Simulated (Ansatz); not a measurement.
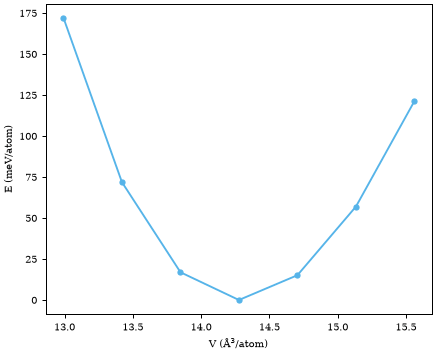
*Os (hcp (Mg type), P6_3/mmc) under volume change, the program Ansatz at the PBE level (PAW), shape and atoms relaxed at each volume.*

Task: What does a third-order Birch–Murnaghan fit give for V₀, B₀ and B′?

Result: V₀ = 14.28 Å³/atom, B₀ = 397 GPa, B′ = 4.8.

Symmetry was held in the PBE relaxation. The run is not spin-polarised. Spin–orbit coupling is left out wherever it is not named.

Potentials: the earlier of the program's two PAW sets.
